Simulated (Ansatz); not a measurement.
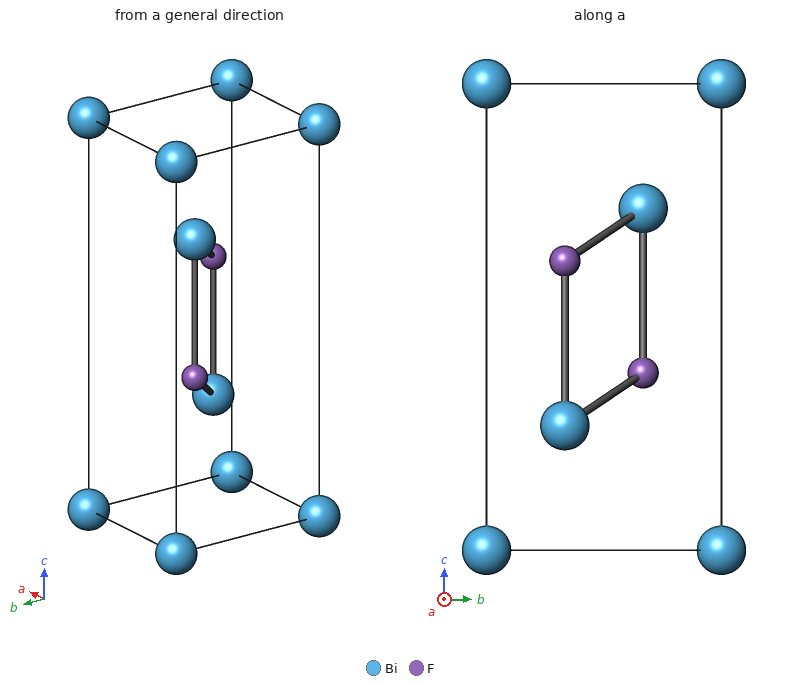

Shown here is a ball-and-stick view of the crystal, taken from a general direction and along the a axis. The box is the conventional unit cell; atoms on or close to its faces, edges and corners are drawn wherever they repeat.

Cell parameters: a = 4.35 Å, b = 4.35 Å, c = 7.48 Å, α = 90.00°, β = 90.00°, γ = 120.00°.

### What ratio of elements does the structure have?

Bi$_{3}$F$_{2}$. The cell holds 3 Bi, 2 F, counting shared atoms by their share.

### Determine the space group.

P-3m1 (No. 164), with Bi on 1a, Bi on 2d and F on 2d.

The model was built from a textbook structure type filled with these elements (whether it is the usual form wasn't checked). Cell shown after relaxation with DFT PBE, scalar-relativistic, plane waves, PAW (Ansatz 0.2.0).
